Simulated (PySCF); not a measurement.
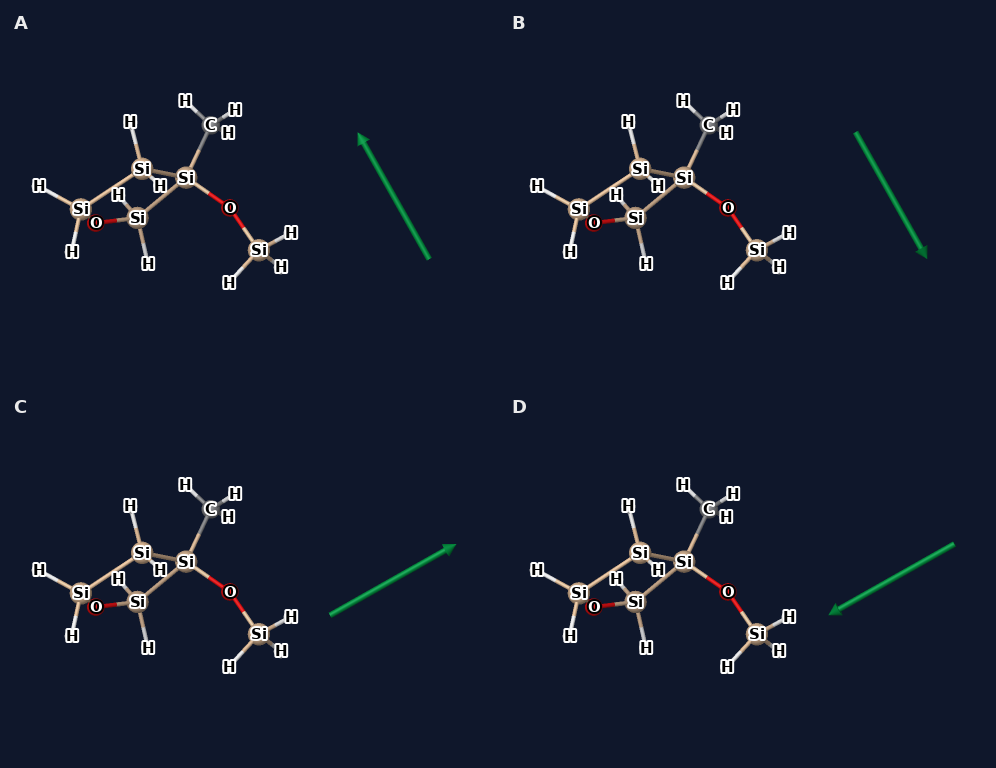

The same molecule four times, each with an arrow. Computed geometry: GFN2-xTB optimisation. No frequency run is at hand to confirm it as a minimum. Level of theory: PBE0/pcSseg-1, gas phase (PySCF 2.14.0).

### Which arrow points along the dipole moment, from the negative to the positive end?

C. The dipole moment is 1.66 D.

The geometry is semi-empirical. Around Si such bond lengths and angles can be off by a tenth of an ångström or more and by several degrees, and values that hang on the shape move with them.
